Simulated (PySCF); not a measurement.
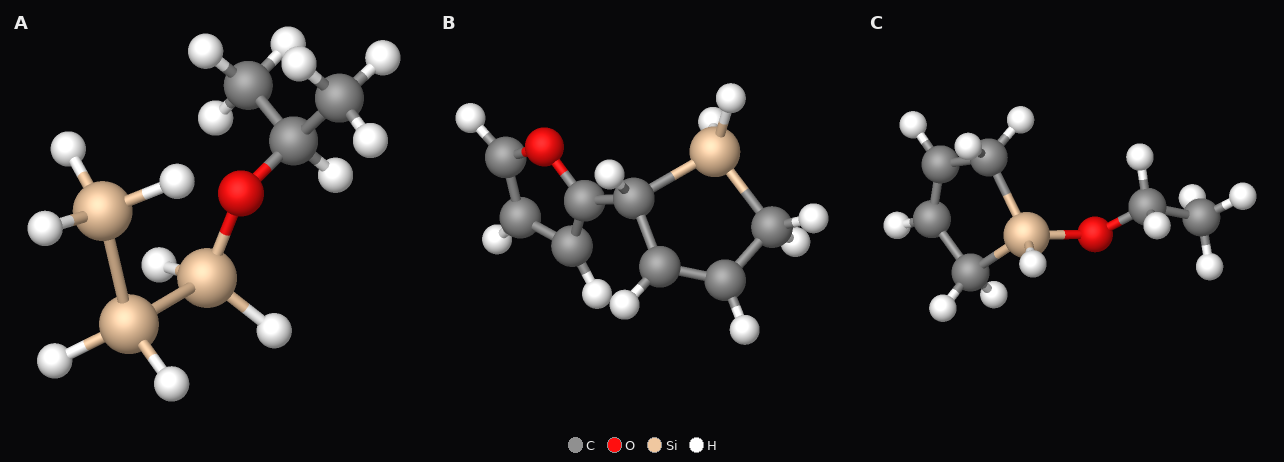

Figure made from data computed with PySCF.

```xyz
20
charge 0, multiplicity 1
C     3.1750   -0.0962   -0.9774
C     2.1573   -0.2211    0.1322
O     0.8879   -0.4677   -0.4190
Si   -0.4953   -0.7237    0.4797
C    -1.9525   -0.8848   -0.7027
C    -2.7027    0.3993   -0.4597
C    -2.2993    1.2208    0.5219
C    -1.1076    0.8370    1.3618
H     4.1786    0.0956   -0.5685
H     2.9071    0.7310   -1.6515
H     3.2098   -1.0215   -1.5714
H     2.4457   -1.0405    0.8204
H     2.1437    0.7079    0.7362
H    -0.2627   -1.8838    1.3988
H    -2.5804   -1.7693   -0.4957
H    -1.6166   -0.9802   -1.7493
H    -3.5675    0.6532   -1.0829
H    -2.8267    2.1615    0.7173
H    -0.3504    1.6401    1.3904
H    -1.3951    0.6523    2.4123
```

Which picture belongs to the input above?

C. The file holds C6H12OSi, `CCO[SiH]1CC=CC1`.
